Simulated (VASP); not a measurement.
## ZnCdSO with r2SCAN: from relaxation to properties

Aim: relax ZnCdSO, then compute properties on the relaxed cell. The steps: rough relaxation of the start cell, full relaxation (r2SCAN), density, ELF and potential (r2SCAN), band structure (r2SCAN), density of states (r2SCAN), band structure (HSE06), volume scan with r2SCAN and fit for r2SCAN. The cell is invented: it takes the structure of a Materials Project entry for ZnCdSeS (space group 156 there), with some of its atoms replaced by other elements, volume scaled by an estimate. It may not be a known or stable phase.

Calculated with VASP 6.6.1; r2SCAN; plane waves and PAW (Cd, Zn, S, O), in the first sound run; inputs show where later runs differ.

**1. Set-up**

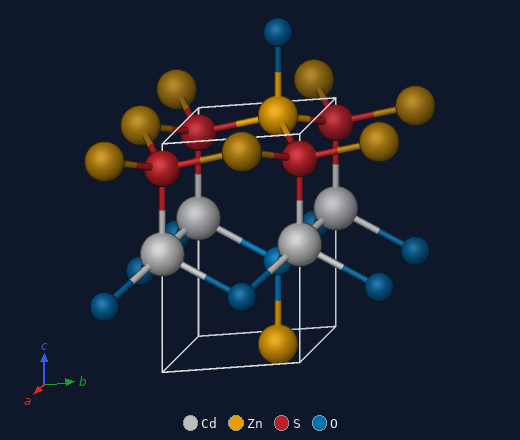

Start, viewed slightly off an axis; cadmium light grey, zinc orange, sulfur red, oxygen blue. Some periodic images of atoms are drawn too.

Structure file:

```xyz
4
Lattice="3.7750 0.0000 0.0000 -1.8875 3.2693 0.0000 0.0000 0.0000 6.2750" Properties=species:S:1:pos:R:3 pbc="T T T"
Cd    0.0000    0.0000    3.2440
Zn    0.0000    2.1795    6.2091
S     0.0000    0.0000    5.5971
O     0.0000    2.1795    2.2186
```

**2. Rough relaxation of the start cell**

The start is only an estimate, so a cheap relaxation brings it near a minimum before any careful run. r2SCAN adds the kinetic-energy density, costs more than a GGA and is run with LASPH.

INCAR

```
SYSTEM = ZnCdSO
PREC = Normal
ENCUT = 520
EDIFF = 1E-05
NELM = 60
ISMEAR = 0
SIGMA = 0.05
LREAL = .FALSE.
ALGO = Normal
METAGGA = R2SCAN
LASPH = .TRUE.
NBANDS = 24
LORBIT = 11
LWAVE = .FALSE.
LCHARG = .FALSE.
KPAR = 2
IBRION = 2
NSW = 40
ISIF = 3
EDIFFG = -0.04
```

POSCAR

```
ZnCdSO
1.0
    3.7750460000      0.0000000000      0.0000000000
   -1.8875230000      3.2692860000      0.0000000000
    0.0000000000      0.0000000000      6.2749960000
Cd Zn S O
1 1 1 1
Direct
    0.0000000000      0.0000000000      0.5169700000
    0.3333333300      0.6666666700      0.9895030000
    0.0000000000      0.0000000000      0.8919620000
    0.3333333300      0.6666666700      0.3535650000
```

KPOINTS

```
Automatic mesh
0
Gamma
5 5 3
0 0 0
```

Potentials, in the order of the species: Cd, Zn, S and O (PBE family, release 64).

Run with:

```
$ mpirun -np 2 vasp_std
```

Output:

```text
[banner, memory and clock lines left out]
running    2 mpi-ranks, on    1 nodes
 distrk:  each k-point on    1 cores,    2 groups
 distr:  one band on    1 cores,    1 groups

 POSCAR found type information on POSCAR CdZnS O
 POSCAR found :  4 types and       4 ions
|                                                                             |
|               ----> ADVICE to this user running VASP <----                  |
|                                                                             |
|     You enforced a specific xc type in the INCAR file but a different       |
|     [... a line on the potential file left out ...]
|     I HOPE YOU KNOW WHAT YOU ARE DOING!                                     |
|                                                                             |

 LDA part: xc-table for (None), standard interpolation
 POSCAR, INCAR and KPOINTS ok, starting setup
 FFT: planning ... GRIDC
 FFT: planning ... GRID_SOFT
 FFT: planning ... GRID
 WAVECAR not read
 entering main loop
       N       E                     dE             d eps       ncg     rms          rms(c)
DAV:   1     0.242846335608E+03    0.24285E+03   -0.18212E+04   576   0.169E+03
DAV:   2    -0.341743894122E+02   -0.27702E+03   -0.26495E+03   640   0.394E+02
DAV:   3    -0.573767704646E+02   -0.23202E+02   -0.23019E+02   712   0.117E+02
DAV:   4    -0.577197680326E+02   -0.34300E+00   -0.34286E+00   632   0.152E+01
DAV:   5    -0.577239988208E+02   -0.42308E-02   -0.42306E-02   728   0.159E+00    0.121E+01
DAV:   6    -0.461842049834E+02    0.11540E+02   -0.95517E+00   768   0.734E+01    0.105E+01
DAV:   7    -0.464432328423E+02   -0.25903E+00   -0.30408E+00   576   0.153E+01    0.738E+00
DAV:   8    -0.465112629346E+02   -0.68030E-01   -0.98398E-01   576   0.978E+00    0.226E+00
DAV:   9    -0.464441328735E+02    0.67130E-01   -0.44492E-01   720   0.666E+00    0.759E-01
DAV:  10    -0.464422083219E+02    0.19246E-02   -0.35391E-02   584   0.194E+00    0.360E-01
DAV:  11    -0.464428288688E+02   -0.62055E-03   -0.10358E-02   576   0.705E-01    0.160E-01
DAV:  12    -0.464425882165E+02    0.24065E-03   -0.17517E-03   640   0.354E-01    0.566E-02
DAV:  13    -0.464427012564E+02   -0.11304E-03   -0.27130E-04   696   0.296E-01    0.716E-02
DAV:  14    -0.464426612665E+02    0.39990E-04   -0.11806E-04   680   0.146E-01    0.175E-02
DAV:  15    -0.464426586259E+02    0.26406E-05   -0.36431E-05   496   0.668E-02
   1 F= -.46442659E+02 E0= -.46442659E+02  d E =-.464427E+02
 curvature:   0.00 expect dE= 0.000E+00 dE for cont linesearch  0.000E+00
 trial: gam= 0.00000 g(F)=  0.827E+00 g(S)=  0.168E+00 ort = 0.000E+00 (trialstep = 0.100E+01)
 search vector abs. value=  0.994E+00
 bond charge predicted
       N       E                     dE             d eps       ncg     rms          rms(c)
DAV:   1    -0.484764533286E+02   -0.20338E+01   -0.35772E+02   576   0.129E+02    0.111E+01
DAV:   2    -0.473569987919E+02    0.11195E+01   -0.12213E+01   720   0.495E+01    0.438E+00
DAV:   3    -0.471780347125E+02    0.17896E+00   -0.12383E+00   680   0.182E+01    0.266E+00
DAV:   4    -0.471422317304E+02    0.35803E-01   -0.24614E-01   680   0.398E+00    0.184E+00
DAV:   5    -0.471344528118E+02    0.77789E-02   -0.63620E-02   784   0.252E+00    0.647E-01
DAV:   6    -0.471293608769E+02    0.50919E-02   -0.15711E-02   784   0.160E+00    0.297E-01
DAV:   7    -0.471296164788E+02   -0.25560E-03   -0.57683E-03   576   0.690E-01    0.191E-01
DAV:   8    -0.471294217948E+02    0.19468E-03   -0.12692E-03   792   0.337E-01    0.328E-02
DAV:   9    -0.471294355371E+02   -0.13742E-04   -0.16017E-04   584   0.963E-02    0.207E-02
DAV:  10    -0.471294330436E+02    0.24935E-05   -0.94922E-06   312   0.272E-02
   2 F= -.47129433E+02 E0= -.47129433E+02  d E =-.686774E+00
[... from here on, the cycles between the ionic steps are left out ...]
   3 F= -.47217521E+02 E0= -.47217521E+02  d E =-.774863E+00
   4 F= -.47231398E+02 E0= -.47231398E+02  d E =-.788740E+00
   5 F= -.47356717E+02 E0= -.47356717E+02  d E =-.125319E+00
   6 F= -.47372843E+02 E0= -.47372843E+02  d E =-.141445E+00
   7 F= -.47383981E+02 E0= -.47383981E+02  d E =-.111377E-01
   8 F= -.47385220E+02 E0= -.47385220E+02  d E =-.123772E-01
   9 F= -.47387954E+02 E0= -.47387954E+02  d E =-.273371E-02
  10 F= -.47388222E+02 E0= -.47388222E+02  d E =-.300171E-02
  11 F= -.47388237E+02 E0= -.47388237E+02  d E =-.301713E-02
  12 F= -.47388233E+02 E0= -.47388233E+02  d E =-.301235E-02
 curvature:  -0.59 expect dE=-0.252E-03 dE for cont linesearch -0.108E-05
 ZBRENT: accuracy reached
 trial: gam= 0.12149 g(F)=  0.237E-03 g(S)=  0.191E-03 ort = 0.917E-04 (trialstep = 0.108E+01)
 search vector abs. value=  0.518E-03
 bond charge predicted
       N       E                     dE             d eps       ncg     rms          rms(c)
DAV:   1    -0.473894637517E+02   -0.12314E-02   -0.19550E-01   576   0.346E+00    0.290E-01
DAV:   2    -0.473886852816E+02    0.77847E-03   -0.60761E-03   704   0.122E+00    0.108E-01
DAV:   3    -0.473885558903E+02    0.12939E-03   -0.32800E-04   616   0.207E-01    0.762E-02
DAV:   4    -0.473885203779E+02    0.35512E-04   -0.63142E-05   680   0.789E-02    0.324E-02
DAV:   5    -0.473885193100E+02    0.10680E-05   -0.88407E-06   304   0.378E-02
  13 F= -.47388519E+02 E0= -.47388519E+02  d E =-.286643E-03
 trial-energy change:   -0.000287  1 .order   -0.000317   -0.000476   -0.000158
 step:   1.6187(harm=  1.6187)  dis= 0.00368  next Energy=   -47.388588 (dE=-0.356E-03)
 reached required accuracy - stopping structural energy minimisation
```

The job ended after 92 s (2 MPI ranks of Intel Xeon 6975P-C (Granite Rapids), shared host; peak memory 0.33 GiB; 3 min of CPU time).

Lines that name or quote the potential files are left out of all logs, and their timing lines are given in words.

From OUTCAR (step 2):

```text
ion  position               nearest neighbor table
   1  0.000  0.000  0.517-   3 2.35   4 2.41   4 2.41   4 2.41
   2  0.333  0.667  0.990-   3 2.26   3 2.26   3 2.26   4 2.28
   3  0.000  0.000  0.892-   2 2.26   2 2.26   2 2.26   1 2.35
   4  0.333  0.667  0.354-   2 2.28   1 2.41   1 2.41   1 2.41

  LATTYP: Found a hexagonal cell.
 ALAT       =     3.7750460000
 C/A-ratio  =     1.6622303410

 Subroutine GETGRP returns: Found  6 space group operations
 (whereof  6 operations were pure point group operations)

The static configuration has the point symmetry C_3v.

 Found     12 irreducible k-points:

   k-points           NKPTS =     12   k-points in BZ     NKDIM =     12   number of bands    NBANDS=     24

   dimension x,y,z NGX =    24 NGY =   24 NGZ =   36
   dimension x,y,z NGXF=    48 NGYF=   48 NGZF=   72

   ENCUT  =  520.0 eV  38.22 Ry    6.18 a.u.   7.02  7.02 11.67*2*pi/ulx,y,z

   NELECT =      36.0000    total number of electrons

 k-points in reciprocal lattice and weights: Automatic mesh
   0.00000000  0.00000000  0.00000000       0.013
   0.20000000  0.00000000  0.00000000       0.080
   0.40000000  0.00000000  0.00000000       0.080
   0.20000000  0.20000000  0.00000000       0.080
   0.40000000  0.20000000  0.00000000       0.080
   0.00000000  0.00000000  0.33333333       0.027
   0.20000000  0.00000000  0.33333333       0.080
   0.00000000  0.20000000  0.33333333       0.080
   0.40000000  0.00000000  0.33333333       0.080
   0.00000000  0.40000000  0.33333333       0.080
   0.20000000  0.20000000  0.33333333       0.160
   0.40000000  0.20000000  0.33333333       0.160

 average (electrostatic) potential at core
       1 -44.2864       2 -41.9405       3 -92.0710       4 -76.4386

 E-fermi :   1.5909

 k-point     1 :       0.0000    0.0000    0.0000
  band No.  band energies     occupation
    ...
     14       0.0318      2.00000
     15       0.0319      2.00000
     16       0.8053      2.00000
     17       1.2860      2.00000
     18       1.2861      2.00000
     19       1.9295      0.00000
     20       5.6829      0.00000
     21       9.1352      0.00000
     22       9.1354      0.00000
     23       9.6878      0.00000
    ...

 k-point     2 :       0.2000    0.0000    0.0000
  band No.  band energies     occupation
    ...
     14      -1.1346      2.00000
     15      -0.3635      2.00000
     16      -0.3379      2.00000
     17       0.5729      2.00000
     18       0.9268      2.00000
     19       3.3229      0.00000
     20       6.8118      0.00000
     21       8.4413      0.00000
     22       9.3283      0.00000
     23      10.1400      0.00000
    ...

 k-point     3 :       0.4000    0.0000    0.0000
  band No.  band energies     occupation
    ...
     14      -2.1885      2.00000
     15      -1.6606      2.00000
     16      -1.0067      2.00000
     17      -0.1324      2.00000
     18       0.4271      2.00000
     19       5.2530      0.00000
     20       6.2976      0.00000
     21       7.3094      0.00000
     22       8.3016      0.00000
     23      10.5284      0.00000
    ...

  Total       -0.0024152     -0.0024152     -0.0445065      0.0000000     -0.0000000      0.0000000
  in kB       -0.0537787     -0.0537787     -0.9910073      0.0000000     -0.0000000      0.0000000
  external PRESSURE =      -0.3661883 kB  Pullay stress =       0.0000000 kB

  energy-cutoff  :      520.00
  volume of cell :       71.95
      direct lattice vectors                 reciprocal lattice vectors
     3.736593002  0.000000000 -0.000000000     0.267623474  0.154512473 -0.000000000
    -1.868296501  3.235984717  0.000000000    -0.000000000  0.309024945 -0.000000000
     0.000000000  0.000000000  5.950792878     0.000000000 -0.000000000  0.168044834

 POSITION                                       TOTAL-FORCE (eV/Angst)
 -----------------------------------------------------------------------------------
      0.00000      0.00000      2.77574        -0.000000     -0.000000     -0.039854
     -0.00000      2.15732      0.18174         0.000000      0.000000      0.007354
      0.00000      0.00000      5.32594         0.000000      0.000000      0.022829
     -0.00000      2.15732      2.14237         0.000000      0.000000      0.009671
 -----------------------------------------------------------------------------------
    total drift:                                0.000031     -0.000025     -0.048201

  FREE ENERGIE OF THE ION-ELECTRON SYSTEM (eV)
  ---------------------------------------------------
  free  energy   TOTEN  =       -47.3885193100 eV

  energy  without entropy=      -47.3885193100  energy(sigma->0) =      -47.38851931

 reached required accuracy - stopping structural energy minimisation

 total charge
# of ion       s       p       d       tot
------------------------------------------
    1        0.341   0.261   9.627  10.229
    2        0.500   0.514   9.851  10.865
    3        1.305   2.477   0.000   3.782
    4        1.559   3.412   0.000   4.971
--------------------------------------------------
tot          3.706   6.664  19.478  29.848

[... 3 further parts left out ...]
```

CONTCAR:

```
ZnCdSO
   1.00000000000000
     3.7365930021715528    0.0000000000000000   -0.0000000000000000
    -1.8682965010857764    3.2359847172175566    0.0000000000000000
     0.0000000000000000    0.0000000000000000    5.9507928782152968
  Cd              Zn              S               O
     1     1     1     1
Direct
     0.0000000000000000    0.0000000000000000    0.4664489276348788
     0.3333333300000021    0.6666666699999979    0.0305405337661241
     0.0000000000000000    0.0000000000000000    0.8949961611554224
     0.3333333300000021    0.6666666699999979    0.3600143774435774
```

The gap is read on the k-mesh alone, so it is an upper bound where the band edges lie off the mesh. This relaxation is a rough one on cheap settings, only to bring the start near its minimum. The PAW data sets were made with PBE, which is usual practice but a small mismatch for other functionals. The run keeps the 6 symmetry operations of its start, so it cannot find a distortion of lower symmetry.

The steps of the relaxation:

| step | energy less that of the first step (eV) | largest force (eV/Å) | pressure (GPa) | volume (Å³) |
| --- | --- | --- | --- | --- |
| 1 | 0.0000 | 3.3017 | -4.43 | 77.44 |
| 2 | -0.6868 | 1.8387 | 0.37 | 71.60 |
| 3 | -0.7749 | 0.9835 | 6.91 | 67.55 |
| 4 | -0.7887 | 1.2673 | 4.74 | 68.66 |
| 5 | -0.9141 | 0.9330 | 0.24 | 72.32 |
| 6 | -0.9302 | 0.5822 | 1.03 | 71.39 |
| 7 | -0.9413 | 0.1423 | -1.01 | 72.79 |
| 8 | -0.9426 | 0.1241 | -0.50 | 72.44 |
| 9 | -0.9453 | 0.0562 | -0.04 | 72.01 |
| 10 | -0.9456 | 0.0538 | 0.11 | 71.87 |
| 11 | -0.9456 | 0.0524 | 0.20 | 71.82 |
| 12 | -0.9456 | 0.0557 | 0.14 | 71.83 |
| 13 | -0.9459 | 0.0399 | -0.04 | 71.95 |

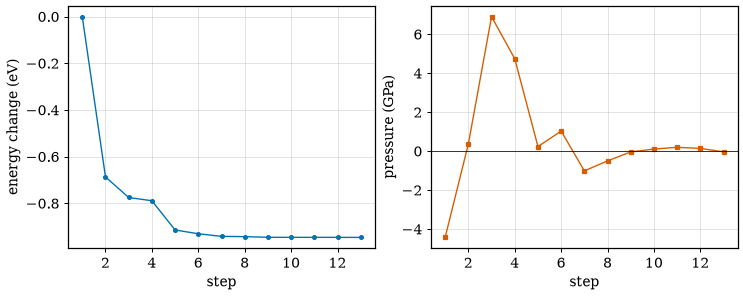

Energy and pressure along the relaxation.

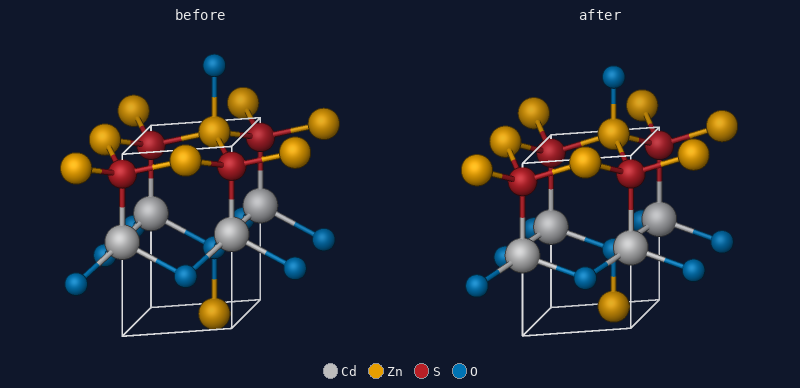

Before and after, at one scale.

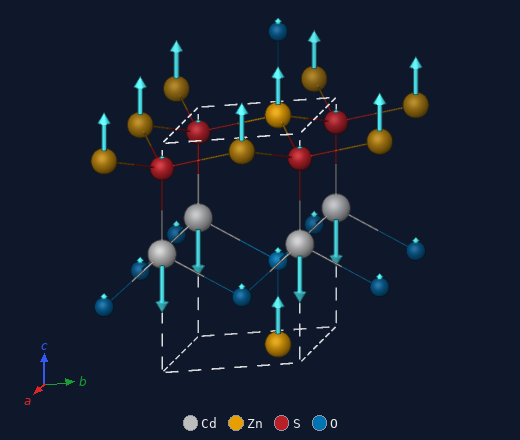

Displacements in the relaxation, exaggerated, measured against the changing cell; the longest in the cell stands for 0.30 Å. Some periodic images of atoms are drawn too.

| conventional cell, symmetrised | before | after | change |
| --- | --- | --- | --- |
| a (Å) | 3.775 | 3.737 | -1.0 % |
| b (Å) | 3.775 | 3.737 | -1.0 % |
| c (Å) | 6.275 | 5.951 | -5.2 % |
| volume (Å³/atom) | 19.36 | 17.99 | -7.1 % |

The atoms that moved most (Å, as changes of fractional coordinates times the final cell):

| atom | dx | dy | dz | length |
| --- | --- | --- | --- | --- |
| Cd1 | 0.000 | 0.000 | -0.301 | 0.301 |
| Zn2 | 0.000 | 0.000 | 0.244 | 0.244 |
| O4 | 0.000 | 0.000 | 0.038 | 0.038 |
| S3 | 0.000 | 0.000 | 0.018 | 0.018 |

The relaxed structure:

```cif
data_structure
_symmetry_space_group_name_H-M 'P 1'
_symmetry_Int_Tables_number 1
_cell_length_a 3.7366
_cell_length_b 3.7366
_cell_length_c 5.9508
_cell_angle_alpha 90.000
_cell_angle_beta 90.000
_cell_angle_gamma 120.000
_cell_volume 71.95
loop_
_atom_site_label
_atom_site_type_symbol
_atom_site_fract_x
_atom_site_fract_y
_atom_site_fract_z
_atom_site_occupancy
Cd1 Cd 0.00000 0.00000 0.46645 1
Zn2 Zn 0.33333 0.66667 0.03054 1
S3 S 0.00000 0.00000 0.89500 1
O4 O 0.33333 0.66667 0.36001 1
```

A gap read on the k-mesh alone can miss the band edges.

Numbers from this step:

```yaml
electrons: 36
bands: 24
irreducible_k_points: 12
symmetry_operations: 6
free_energy_toten: -47.39 eV
fermi_energy: 1.591 eV
pressure: -0.03662 GPa
metallic: no
valence_top_at_k: 0, 0, 0
conduction_bottom_at_k: 0, 0, 0
least_direct_gap_at_k: 0, 0, 0
scf_cycles_over_all_ionic_steps: 96
gap_on_the_k_mesh: 0.6434 eV
least_direct_gap_on_the_k_mesh: 0.6434 eV
```

It ends with a largest force of 0.040 eV/Å and a pressure of -0.04 GPa.

(Continued in part 2 of 5.)

[Lines on the potential files, build, host, timing and source positions are cut from VASP's logs without a mark.]

[Logs are printed without paths, hosts, clocks, repeated set-up lines and the standing remarks that a program may print on its own settings, such as how far it seeks lower states.]

[Hosts, paths, dates, database ids (printed as entryN), source tags and the programs' standing remarks are cut or masked in the printed files.]

[A measured line is paired with the nearest computed mode of its activity, which favours agreement.]
